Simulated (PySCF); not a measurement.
Molecule: Al(F)(Br)(Et), SMILES C[CH2][Al]([F])[Br] (C2H5AlBrF). Atoms near the plane z = 0.0 Å, at the PBE0/def2-SVP optimised geometry (x, y, z in Å): Al1 (0.4, -0.5, 0.0), F2 (-0.3, -2.0, 0.0), Br3 (2.7, -0.5, 0.0), C4 (-0.6, 1.2, 0.0), C5 (-2.2, 1.0, 0.0), H6 (-0.3, 1.8, -0.9), H7 (-0.3, 1.7, 0.9), H8 (-2.5, 0.4, 0.9), H9 (-2.5, 0.4, -0.9), H10 (-2.7, 2.0, 0.0).

Computed with PBE0/def2-TZVP in PySCF. Cells within 0.4 Å of a nucleus heavier than hydrogen are left out (blank, or x). The values are rescaled to run from 0 to 1.

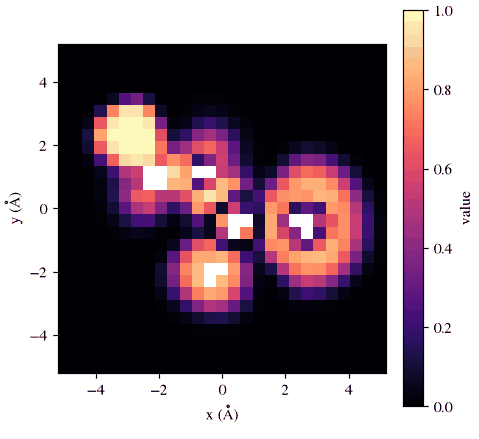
*a field on the plane z = 0.0 Å.*

Which quantity is mapped?
A. Laplacian of the electron density
B. electron localisation function
C. log10 of the electron density
D. an orbital amplitude

B, electron localisation function
